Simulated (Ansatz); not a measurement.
Consider C2H3FOSi (SMILES C#C[SiH](O)F).

The calculation's input:

```
crystal:
  periodic: [false, false, false]
  atoms:
    - {symbol: C, position_ang: [-0.509235, 1.777944, 1.067375]}
    - {symbol: C, position_ang: [-0.208189, 0.872853, 0.329728]}
    - {symbol: Si, position_ang: [0.201307, -0.506123, -0.784802]}
    - {symbol: O, position_ang: [0.007474, -1.934882, -0.036074]}
    - {symbol: F, position_ang: [1.714509, -0.299260, -1.231326]}
    - {symbol: H, position_ang: [-0.772398, 2.581711, 1.717028]}
    - {symbol: H, position_ang: [-0.635755, -0.527213, -1.991907]}
    - {symbol: H, position_ang: [0.294487, -2.022132, 0.874177]}
basis:
  gaussian: {orbitals: def2-TZVPP}
hamiltonian: {xc: pbe0, dispersion: d4}
output: {orbitals: {seedname: orbitals}}
```

Run with:

```sh
ansatz run in.yaml --threads 2 --pin off --events-out ev --progress --plain --max-ram 4352MiB
```

Geometry: PBE0-D4/def2-TZVP.

Theory: RKS PBE0-D4/def2-TZVPP in Ansatz 0.2.0.

Predict the electron density and electron localisation function between the atoms.

Answer. C–C (1.21 Å): the density is about 2.9 e/Å³ at the midpoint; the ELF peaks at about 0.85 between the atoms; a multiple bond.
Si–F (1.59 Å): ρ is about 1.2 e/Å³ halfway; the ELF peaks at about 0.85 in the valence shell of F, 0.6 Å from its nucleus, and is about 0.45 at the midpoint.
C–Si (1.82 Å): the density is about 1 e/Å³ at the midpoint; the ELF peaks at about 0.95 between the atoms, as expected for localised, covalent bonding.
C–H (1.07 Å): ρ at the midpoint is about 2.1 e/Å³; the ELF climbs to about 1 towards the hydrogen, as it does in any bond to H: a covalent bond by its length.

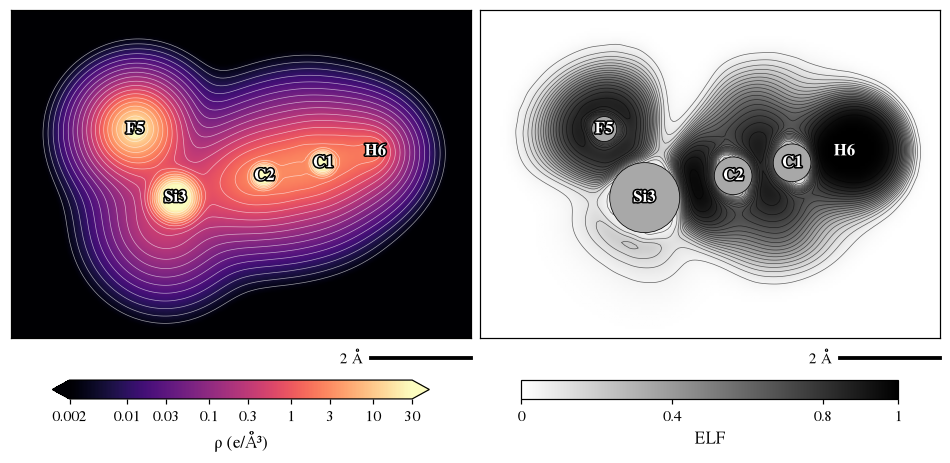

Computed electron density and electron localisation function on the plane of atoms C2, Si3 and F5, in this order. Grey discs cover the atomic cores in the ELF map. 
